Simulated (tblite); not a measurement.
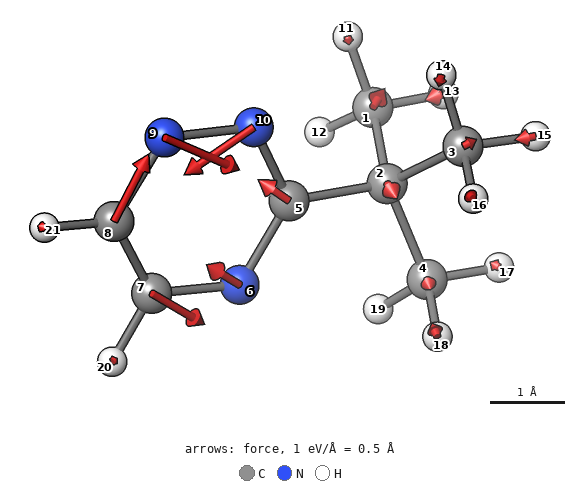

Starting geometry of C₇H₁₁N₃ with the computed forces as red arrows. The picture is a ball-and-stick view, seen at a tilt.

Computed with GFN2-xTB geometry optimisation, gas phase in tblite 0.8.0. 

**What follows when this structure is relaxed?**

It isn't relaxed: the largest force vector, on N9, is 2.80 eV/Å. The final displacements follow the starting forces only in part (cosine between the two patterns 0.33). The energy falls by 29.8 kJ/mol in 37 geometry steps. The largest move after the best rigid fit is that of H14, 0.14 Å. By element the largest moves are H 0.14 Å, N 0.12 Å, C 0.10 Å. Some distances before and after: N9–N10 1.371 → 1.298 Å, C5–N10 1.356 → 1.327 Å, C8–N9 1.348 → 1.322 Å, C7–C8 1.370 → 1.394 Å. Among the angles between lasting bonds that change: N6–C7–C8 122.8° → 120.2°, C3–C2–C4 108.2° → 110.5°, C1–C2–C5 109.1° → 106.9°. Cost: 0.26 s on 1 thread of Intel(R) Xeon(R) Platinum 8488C (shared host).
